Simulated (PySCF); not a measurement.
Consider C6H8FNSi (SMILES [CH2-][CH]c1cccn1[SiH2]F) (charge −1, doublet).

Input file:

```
{"job": {"kind": "epr", "basis": "pcH-1"}, "charge": -1, "multiplicity": 2}
C     -2.226424    -1.722069    -0.194119
C     -0.931660    -1.279171    -0.171956
C     -0.501329     0.048707    -0.034043
C     -1.240611     1.245353    -0.033613
C     -0.340828     2.306792     0.051706
C      0.927465     1.789197     0.111149
N      0.862681     0.392612     0.078297
Si     2.184362    -0.669463     0.247533
F      2.604435    -1.567608    -1.082121
H     -3.059240    -1.051173    -0.068882
H     -2.461059    -2.765074    -0.339222
H     -0.149134    -2.026241    -0.271557
H     -2.310567     1.315935    -0.109741
H     -0.587010     3.358254     0.060341
H      1.879252     2.281802     0.191669
H      3.396439     0.136480     0.380145
H      1.946231    -1.782302     1.174504
```

Command:

```sh
OMP_NUM_THREADS=1 python probes_run.py task.json out
```

Geometry: GFN2-xTB.

Level of theory: PySCF, UKS B3LYP, pcH-1 on C F H N Si, non-relativistic, mean-field spin-orbit, GIAO.

Q: What will maps of the electron density, electron localisation function and spin density show?

A: C–C (1.37 Å): the density is about 2.1 e/Å³ at the midpoint; the ELF peaks at about 0.95 between the atoms: a covalent bond.
C–N (1.40 Å): ρ at the midpoint is about 2.1 e/Å³; the ELF peaks at about 0.90 between the atoms: localised, covalent bonding.
Si–N (1.70 Å): the density is about 1.1 e/Å³ at the midpoint; the ELF peaks at about 0.90 between the atoms; a shared but strongly polarised pair.
C–H (1.07 Å): ρ at the midpoint is about 2 e/Å³; the ELF climbs to about 1 towards the hydrogen, as it does in any bond to H: an ordinary covalent bond to hydrogen.
The unpaired spin (1 electron) lies mostly on C1 (about 0.3), C6 (about 0.1), C4 (about 0.1), Si8 (about 0.1), C2 (about 0.1) and C3 (about 0.1), in electrons by Hirshfeld's partition.

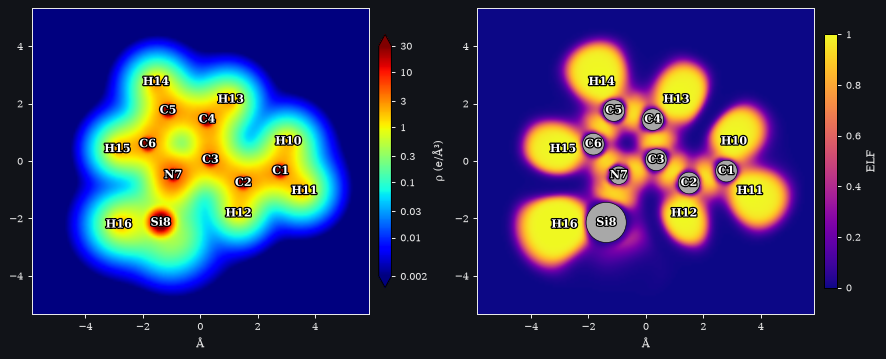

Computed electron density and electron localisation function on the plane of atoms C3, N7 and C6, in this order. Grey discs cover the atomic cores in the ELF map. 
